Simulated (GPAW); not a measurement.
**MnSi15 (Si32 Mn2 d3p84): parallel and opposed starts**

A self-consistent run ends on one state, which hangs on the start. Several orders of MnSi15 (Si32 Mn2 d3p84) are started in GPAW and their energies compared.

Calculated with GPAW 26.7.0; PBE with U = 4 eV on Mn d; plane waves with GPAW's PAW setups, scalar-relativistic.

### Step 1. The structure

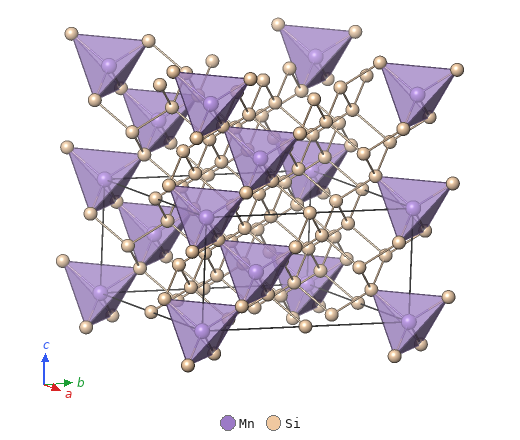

The starting structure, seen slightly off an axis (manganese light purple, silicon light orange). 1×1×2 cells are drawn. Some periodic images of atoms are drawn too.

The cell is a made-up one and need not be a known phase.

### Step 2. Order 1, typed as ferro ++

The parallel start comes first: it fits the smallest cell, keeps the most symmetry and shows whether parallel moments form. A Hubbard term is added for the open shell, as is usual where its electrons are localised.

order1.py

```python
import json
import numpy as np
from ase import Atoms
from ase.parallel import paropen, parprint
from gpaw import GPAW

atoms = Atoms(['Mn', 'Si', 'Mn', 'Si', 'Si', 'Si', 'Si', 'Si', 'Si', 'Si', 'Si', 'Si', 'Si', 'Si', 'Si', 'Si', 'Si', 'Si', 'Si', 'Si', 'Si', 'Si', 'Si', 'Si', 'Si', 'Si', 'Si', 'Si', 'Si', 'Si', 'Si', 'Si'],
    cell=[[10.862, 0.0, 0.0],
         [0.0, 10.862, 0.0],
         [0.0, 0.0, 5.431]],
    scaled_positions=[[0.0, 0.0, 0.0],
         [0.125, 0.125, 0.25],
         [0.0, 0.25, 0.5],
         [0.125, 0.375, 0.75],
         [0.25, 0.0, 0.5],
         [0.375, 0.125, 0.75],
         [0.25, 0.25, 0.0],
         [0.375, 0.375, 0.25],
         [0.0, 0.5, 0.0],
         [0.125, 0.625, 0.25],
         [0.0, 0.75, 0.5],
         [0.125, 0.875, 0.75],
         [0.25, 0.5, 0.5],
         [0.375, 0.625, 0.75],
         [0.25, 0.75, 0.0],
         [0.375, 0.875, 0.25],
         [0.5, 0.0, 0.0],
         [0.625, 0.125, 0.25],
         [0.5, 0.25, 0.5],
         [0.625, 0.375, 0.75],
         [0.75, 0.0, 0.5],
         [0.875, 0.125, 0.75],
         [0.75, 0.25, 0.0],
         [0.875, 0.375, 0.25],
         [0.5, 0.5, 0.0],
         [0.625, 0.625, 0.25],
         [0.5, 0.75, 0.5],
         [0.625, 0.875, 0.75],
         [0.75, 0.5, 0.5],
         [0.875, 0.625, 0.75],
         [0.75, 0.75, 0.0],
         [0.875, 0.875, 0.25]],
    pbc=True,
    magmoms=[4.5, 0.0, 4.5, 0.0, 0.0, 0.0, 0.0, 0.0, 0.0, 0.0, 0.0, 0.0, 0.0, 0.0, 0.0, 0.0, 0.0, 0.0, 0.0, 0.0, 0.0, 0.0, 0.0, 0.0, 0.0, 0.0, 0.0, 0.0, 0.0, 0.0, 0.0, 0.0])
atoms.calc = GPAW(mode={'name': 'pw', 'ecut': 450},
    xc='PBE',
    kpts={'size': (3, 3, 5), 'gamma': True},
    occupations={'name': 'fermi-dirac', 'width': 0.05},
    convergence={'density': 1e-05, 'energy': 1e-05},
    maxiter=200,
    mixer={'name': 'pulay', 'beta': 0.05, 'nmaxold': 6, 'weight': 50},
    setups={'Mn': ':d,4.0'},
    symmetry={'tolerance': 1e-4},
    txt='order1.txt')
e = atoms.get_potential_energy(force_consistent=True)
res = {'free_energy': e, 'energy_sigma0': atoms.get_potential_energy(), 'fermi_energy': atoms.calc.get_fermi_level()}
res['moments'] = atoms.get_magnetic_moments().tolist()
res['total'] = atoms.get_magnetic_moment()
parprint('site moments (muB):', np.round(res['moments'], 3))
parprint(f"total moment: {res['total']:.3f} muB")
parprint(f'free energy: {e:.6f} eV')
atoms.calc.write('order1.gpw')
with paropen('results.json', 'w') as f:
    json.dump(res, f)
```

Started as:

```
$ OMP_NUM_THREADS=1 mpirun -n 4 gpaw python order1.py > order1.log
```

Numbers of over 12 decimals in the logs are rounded to 6 here.

Log:

```text
site moments (muB): [ 3.884e+00 -1.860e-01  3.884e+00 -9.300e-02  3.000e-03 -1.500e-02
  3.000e-03 -1.100e-02 -7.000e-03 -1.000e-02 -7.000e-03 -9.300e-02
 -1.000e-03 -9.000e-03 -1.000e-03 -1.100e-02 -9.000e-03 -1.500e-02
 -9.000e-03 -1.100e-02  3.000e-03 -1.860e-01  3.000e-03 -9.300e-02
 -7.000e-03 -9.000e-03 -7.000e-03 -1.100e-02 -1.000e-03 -1.000e-02
 -1.000e-03 -9.300e-02]
total moment: 6.651 muB
free energy: -173.234262 eV

--- order1.txt ---
Input parameters:
  mode=PW(ecut=450),
  convergence={'density': 1e-05, 'energy': 1e-05},
  kpts=MonkhorstPack(size=(3, 3, 5), gamma=True),
  maxiter=200,
  mixer=Pulay(name='pulay', nmaxold=6, beta=0.05, weight=50, sigma=0.015, g_ss=None),
  occupations=Occupations(name='fermi-dirac', width=0.05),
  setups={'Mn': ':d,4.0'},
  symmetry=Symmetry(tolerance=0.0001),
  xc=XC(name='PBE')

Diagonalizing LCAO Hamiltonian
Converting LCAO to pw mode
        .--------------------------.
       /|                          |
      / |                          |
     /  |  Si           Si         |
    /   |      Si            Si    |
   /  Si|           Si             |
  /    Si        Si  Si        Si  |
 *      .--Si------------Si--------.
 |     / Si Si        Si Si       /
 | Mn /      Si Si         Si    /
 |   Si Si    Si  Si Si    Si   /
 |  /Si            Si          /
 | /     Si            Si     /
 |/                          /
 Mn------------Si-----------*

Atoms  # Å, Bohr magnetons
|    | symbol |        x |        y |        z |    initial magnetic moments |
|----|--------|----------|----------|----------|-----------------------------|
|  0 |     Mn | 0.000000 | 0.000000 | 0.000000 | ( 0.0000,  0.0000,  4.5000) |
|  1 |     Si | 1.357750 | 1.357750 | 1.357750 | ( 0.0000,  0.0000,  0.0000) |
|  2 |     Mn | 0.000000 | 2.715500 | 2.715500 | ( 0.0000,  0.0000,  4.5000) |
|  3 |     Si | 1.357750 | 4.073250 | 4.073250 | ( 0.0000,  0.0000,  0.0000) |
|  4 |     Si | 2.715500 | 0.000000 | 2.715500 | ( 0.0000,  0.0000,  0.0000) |
|  5 |     Si | 4.073250 | 1.357750 | 4.073250 | ( 0.0000,  0.0000,  0.0000) |
|  6 |     Si | 2.715500 | 2.715500 | 0.000000 | ( 0.0000,  0.0000,  0.0000) |
|  7 |     Si | 4.073250 | 4.073250 | 1.357750 | ( 0.0000,  0.0000,  0.0000) |
|  8 |     Si | 0.000000 | 5.431000 | 0.000000 | ( 0.0000,  0.0000,  0.0000) |
|  9 |     Si | 1.357750 | 6.788750 | 1.357750 | ( 0.0000,  0.0000,  0.0000) |
| 10 |     Si | 0.000000 | 8.146500 | 2.715500 | ( 0.0000,  0.0000,  0.0000) |
| 11 |     Si | 1.357750 | 9.504250 | 4.073250 | ( 0.0000,  0.0000,  0.0000) |
| 12 |     Si | 2.715500 | 5.431000 | 2.715500 | ( 0.0000,  0.0000,  0.0000) |
| 13 |     Si | 4.073250 | 6.788750 | 4.073250 | ( 0.0000,  0.0000,  0.0000) |
| 14 |     Si | 2.715500 | 8.146500 | 0.000000 | ( 0.0000,  0.0000,  0.0000) |
| 15 |     Si | 4.073250 | 9.504250 | 1.357750 | ( 0.0000,  0.0000,  0.0000) |
| 16 |     Si | 5.431000 | 0.000000 | 0.000000 | ( 0.0000,  0.0000,  0.0000) |
| 17 |     Si | 6.788750 | 1.357750 | 1.357750 | ( 0.0000,  0.0000,  0.0000) |
[...]
| 22 |     Si | 8.146500 | 2.715500 | 0.000000 | ( 0.0000,  0.0000,  0.0000) |
| 23 |     Si | 9.504250 | 4.073250 | 1.357750 | ( 0.0000,  0.0000,  0.0000) |
| 24 |     Si | 5.431000 | 5.431000 | 0.000000 | ( 0.0000,  0.0000,  0.0000) |
| 25 |     Si | 6.788750 | 6.788750 | 1.357750 | ( 0.0000,  0.0000,  0.0000) |
| 26 |     Si | 5.431000 | 8.146500 | 2.715500 | ( 0.0000,  0.0000,  0.0000) |
| 27 |     Si | 6.788750 | 9.504250 | 4.073250 | ( 0.0000,  0.0000,  0.0000) |
| 28 |     Si | 8.146500 | 5.431000 | 2.715500 | ( 0.0000,  0.0000,  0.0000) |
| 29 |     Si | 9.504250 | 6.788750 | 4.073250 | ( 0.0000,  0.0000,  0.0000) |
| 30 |     Si | 8.146500 | 8.146500 | 0.000000 | ( 0.0000,  0.0000,  0.0000) |
| 31 |     Si | 9.504250 | 9.504250 | 1.357750 | ( 0.0000,  0.0000,  0.0000) |

Unit cell  # Å
| periodic |         x |         y |        z |   lengths |    angles |
|----------|-----------|-----------|----------|-----------|-----------|
|      yes | 10.862000 |  0.000000 | 0.000000 | 10.862000 | 90.000000 |
|      yes |  0.000000 | 10.862000 | 0.000000 | 10.862000 | 90.000000 |
|      yes |  0.000000 |  0.000000 | 5.431000 |  5.431000 | 90.000000 |

Number of symmetries: 2

BZ-sampling:
  Number of BZ points: 45
  Number of IBZ points: 16

  Monkhorst-Pack size: [3, 3, 5]
  Monkhorst-Pack shift: [0, 0, 0]

K-points  # in reciprocal-cell coordinates
|     |                                coordinates |     weight |
|-----|--------------------------------------------|------------|
|   0 | (  0.00000000,   0.00000000,   0.00000000) | 0.02222222 |
|   1 | (  0.00000000,   0.00000000,   0.20000000) | 0.04444444 |
|   2 | (  0.00000000,   0.00000000,   0.40000000) | 0.04444444 |
|   3 | (  0.00000000,   0.33333333,   0.00000000) | 0.04444444 |
|   4 | (  0.00000000,   0.33333333,   0.20000000) | 0.08888889 |
|   5 | (  0.00000000,   0.33333333,   0.40000000) | 0.08888889 |
|   6 | (  0.33333333,   0.00000000,  -0.40000000) | 0.04444444 |
|   7 | (  0.33333333,   0.00000000,  -0.20000000) | 0.04444444 |
|   8 | (  0.33333333,   0.00000000,   0.00000000) | 0.04444444 |
|   9 | (  0.33333333,   0.00000000,   0.20000000) | 0.04444444 |
| ... |                                            |            |
|  15 | (  0.33333333,   0.33333333,   0.40000000) | 0.08888889 |

Plane wave coefficients: 13930
Cutoff: 450.000000 eV

Spin-components: 2 (collinear spins)
Bands:           100
Projectors:      162
Spin-degeneracy: 1
Datatype:        complex128

Parallelization:
  kpt:    4
  domain: 1
  band:   1

Density:
  Valence electrons: 150.0
  Components: 2
  Grid points: [54 54 27]
  Charge: 0.0  # |e|

Potential:
  Grid points: [54 54 27]

species:
  Mn:
    name:    Manganese
    Z:       25.0
    valence: 15
    core:    10
    charge:  0.0  # [|e|]
    Hubbard: {U: 4.0,  # eV
              l: 2,
              scale: True}
    compensation charges:
      type: gauss
      rc: 0.38  # [Å]
      lmax: 2
    cutoffs:
      filter: 2.14  # [Å]
      core: 0.86  # [Å]
    projectors
    | kind |    occ | energy [eV] | rcut [Å] |
    |------|--------|-------------|----------|
    |   3s |  2.000 |     -85.859 |    1.275 |
    |   4s |  2.000 |      -5.106 |    1.275 |
    |   3p |  6.000 |     -54.597 |    1.281 |
    |   4p |  0.000 |      -1.371 |    1.281 |
    |   3d |  5.000 |      -6.771 |    1.138 |
    |    d |        |      20.441 |    1.138 |

    Using partial waves for Mn as LCAO basis

  Si:
    name:    Silicon
    Z:       14.0
    valence: 4
    core:    10
    charge:  0.0  # [|e|]
    compensation charges:
      type: gauss
      rc: 0.33  # [Å]
      lmax: 2
    cutoffs:
      filter: 1.86  # [Å]
      core: 2.06  # [Å]
    projectors
    | kind |    occ | energy [eV] | rcut [Å] |
    |------|--------|-------------|----------|
    |   3s |  2.000 |     -10.812 |    1.058 |
    |   3p |  2.000 |      -4.081 |    1.058 |
    |    s |        |      16.399 |    1.058 |
    |    p |        |      23.130 |    1.058 |
    |    d |        |       0.000 |    1.058 |

    Using partial waves for Si as LCAO basis

Reference energy: -299618.503652  # eV

eigensolver:
  PPCG
  Converge bands: occupied
  niter=2

density mixing:
  Pulay-Mixer
  Linear mixing parameters: 0.05
  Old densities: 6
  Fourier metric: weight=50, sigma=0.015

occupation numbers:
  Fermi-Dirac:
    width: 0.0500  # eV

poisson solver:
  ecut: 3600.000000  # eV

xc functional:
  name: PBE with 2 nearest neighbor stencil

convergence criteria:
- Maximum integral of absolute [dens]ity change: 1e-05 electrons / valence electron
- Maximum [total energy] change in last 3 cyles: 1e-05 eV / valence electron
- Maximum integral of absolute [eigenst]ate change: 4e-08 eV^2 / valence electron
maximum number of iterations: 200

SCF iterations
|iter     |      energy | eigst |  dens |  magmom |
|---------|-------------|-------|-------|---------|
|iter:   1|       0s | -173.745453 | +0.31 |       |  +9.0228|
|iter:   2|      54s | -173.975602 | -1.00 | -0.86 |  +8.9404|
|iter:   3|     108s | -173.585200 | -2.10 | -0.89 |  +8.7287|
|iter:   4|     161s | -173.238543 | -1.25 | -0.96 |  +7.6959|
|iter:   5|     216s | -173.118919 | -2.16 | -1.57 |  +7.6687|
|iter:   6|     270s | -173.236662 | -2.42 | -1.62 |  +7.3667|
|iter:   7|     325s | -173.188202 | -3.27 | -1.78 |  +7.3927|
|iter:   8|     381s | -173.199786 | -3.18 | -1.87 |  +7.1388|
|iter:   9|     437s | -173.198304 | -3.66 | -2.15 |  +7.0774|
|iter:  10|     492s | -173.201796 | -3.83 | -2.31 |  +6.9736|
[... 14 iterations left out ...]
|iter:  25|    1273s | -173.208567c| -7.50c| -4.29 |  +6.6494|
|iter:  26|    1299s | -173.208563c| -7.96c| -4.42 |  +6.6508|
|iter:  27|    1324s | -173.208564c| -7.85c| -4.51 |  +6.6511|
|iter:  28|    1350s | -173.208567c| -7.99c| -4.70 |  +6.6503|
|iter:  29|    1375s | -173.208566c| -8.43c| -4.73 |  +6.6504|
|iter:  30|    1400s | -173.208566c| -8.57c| -4.76 |  +6.6505|
|iter:  31|    1426s | -173.208567c| -8.39c| -4.82 |  +6.6505|
|iter:  32|    1452s | -173.208567c| -8.57c| -4.96 |  +6.6505|
|iter:  33|    1478s | -173.208568c| -8.72c| -4.97 |  +6.6504|
|iter:  34|    1504s | -173.208567c| -8.84c| -5.03c|  +6.6506|

Converged in 34 steps
Energy contributions relative to reference atoms: (reference = -299618.503652)

Energy contributions:
  Kinetic:         277.988384
  Coulomb:        -240.976042
  Zero:             -0.122012
  External:          0.000000
  Xc:             -210.073202
  Entropy:          -0.051389
  Spinorbit:         0.000000
  ----------------------------
  Free energy:    -173.234262
  Extrapolated:   -173.208567

dipole moment: (-95.962668, -95.141355, -94.822855)  # |e|*Ang

Total magnetic moment: (0.000000, 0.000000, 6.650582)

Local magnetic moments
|        x |        y |         z |
|----------|----------|-----------|
| 0.000000 | 0.000000 |  3.883701 |  # Mn   0
| 0.000000 | 0.000000 | -0.185901 |  # Si   1
| 0.000000 | 0.000000 |  3.883702 |  # Mn   2
| 0.000000 | 0.000000 | -0.092642 |  # Si   3
| 0.000000 | 0.000000 |  0.002814 |  # Si   4
| 0.000000 | 0.000000 | -0.015211 |  # Si   5
| 0.000000 | 0.000000 |  0.002814 |  # Si   6
| 0.000000 | 0.000000 | -0.010721 |  # Si   7
| 0.000000 | 0.000000 | -0.007488 |  # Si   8
| 0.000000 | 0.000000 | -0.009552 |  # Si   9
| 0.000000 | 0.000000 | -0.007488 |  # Si  10
| 0.000000 | 0.000000 | -0.092642 |  # Si  11
| 0.000000 | 0.000000 | -0.000825 |  # Si  12
| 0.000000 | 0.000000 | -0.009031 |  # Si  13
| 0.000000 | 0.000000 | -0.000825 |  # Si  14
| 0.000000 | 0.000000 | -0.010721 |  # Si  15
[...]
| 0.000000 | 0.000000 |  0.002814 |  # Si  22
| 0.000000 | 0.000000 | -0.092642 |  # Si  23
| 0.000000 | 0.000000 | -0.006631 |  # Si  24
| 0.000000 | 0.000000 | -0.009031 |  # Si  25
| 0.000000 | 0.000000 | -0.006631 |  # Si  26
| 0.000000 | 0.000000 | -0.010721 |  # Si  27
| 0.000000 | 0.000000 | -0.000825 |  # Si  28
| 0.000000 | 0.000000 | -0.009552 |  # Si  29
| 0.000000 | 0.000000 | -0.000825 |  # Si  30
| 0.000000 | 0.000000 | -0.092642 |  # Si  31

Fermi level: 5.038
Eigenvalues  # (at kpt = [0.000, 0.000, 0.000])
| band index |      eig [eV] | occ [0-1] |      eig [eV] | occ [0-1] |
|------------|---------------|-----------|---------------|-----------|
|          0 |       -75.998 |     1.000 |       -71.654 |     1.000 |
|        ... |               |           |               |           |
|         66 |         3.239 |     1.000 |         4.142 |     1.000 |
|         67 |         3.419 |     1.000 |         4.254 |     1.000 |
|         68 |         3.457 |     1.000 |         4.519 |     1.000 |
|         69 |         3.482 |     1.000 |         4.987 |     0.734 |
|         70 |         3.599 |     1.000 |         5.139 |     0.116 |
|         71 |         3.675 |     1.000 |         5.179 |     0.056 |
|         72 |         3.726 |     1.000 |         5.696 |     0.000 |
|         73 |         4.307 |     1.000 |         5.875 |     0.000 |
|         74 |         4.381 |     1.000 |         5.923 |     0.000 |
|         75 |         4.409 |     1.000 |         5.971 |     0.000 |
|         76 |         4.618 |     1.000 |         6.045 |     0.000 |
|         77 |         4.819 |     0.988 |         6.240 |     0.000 |
|         78 |         5.102 |     0.217 |         6.353 |     0.000 |
|         79 |         6.052 |     0.000 |         6.504 |     0.000 |
|         80 |         6.143 |     0.000 |         6.707 |     0.000 |
|         81 |         6.162 |     0.000 |         6.731 |     0.000 |
|        ... |               |           |               |           |
|         99 |         8.557 |     0.000 |         8.956 |     0.000 |

No gap
No difference between direct/indirect transitions
```

Run time: 26 min. Hardware: 4 MPI ranks of Arm Neoverse N1, shared host; peak memory 2.4 GiB; 1.8 h of CPU time.

Spin moment in the augmentation sphere by element, in μB:

```tsv
element	atoms	mean	spread (r.m.s.)	least	largest
Mn	2	3.88	0.00	3.88	3.88
Si	30	-0.03	0.05	-0.19	0.00
```

The atoms farthest from the mean of their element:

```tsv
atom	x, y, z (Å)	spin moment in the augmentation sphere (μB)
Si2	1.36, 1.36, 1.36	-0.19
Si22	9.50, 1.36, 4.07	-0.19
Si12	1.36, 9.50, 4.07	-0.09
Si4	1.36, 4.07, 4.07	-0.09
Si24	9.50, 4.07, 1.36	-0.09
Si32	9.50, 9.50, 1.36	-0.09
Si5	2.72, 0.00, 2.72	0.00
Si7	2.72, 2.72, 0.00	0.00
```

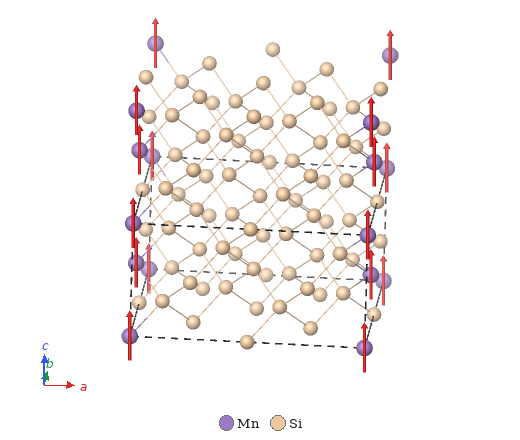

Spin moment in the augmentation sphere as arrows, the longest 3.88 μB. Up and down stand for the sign. Arrows give size and sign along the axis of quantisation, drawn up and down the page. Bonds to atoms that aren't drawn are left out. 1×1×2 cells are drawn. Some periodic images of atoms are drawn too.

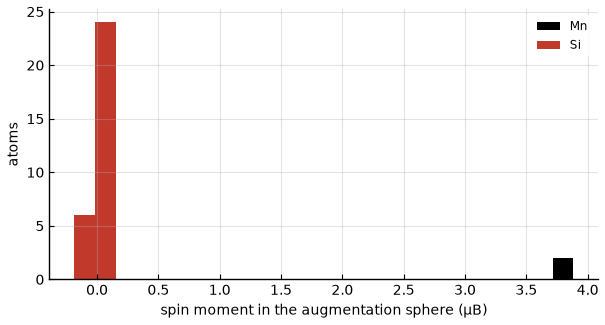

Spin moment in the augmentation sphere as a stacked histogram.

Read from the output:

- magnetization: 6.651 μB
- final state: ferromagnetic

After 34 cycles the largest moment stands at 3.88 μB.

[end of part 1 of 2]

[Logs and program files are shortened in this print: banners, set-up blocks, solver, clock and traceback lines can be left out without a mark of their own.]

[Logs are printed without paths, hosts, clocks, repeated set-up lines and the standing remarks that a program may print on its own settings, such as how far it seeks lower states.]

[Hosts, paths, dates, database ids (printed as entryN), source tags and the programs' standing remarks are cut or masked in the printed files.]

[Where a cell is said to come from a database of computed structures, the database is the Materials Project.]

[Lattice constants of own cells that a recipe calls measured were typed without a cited source.]
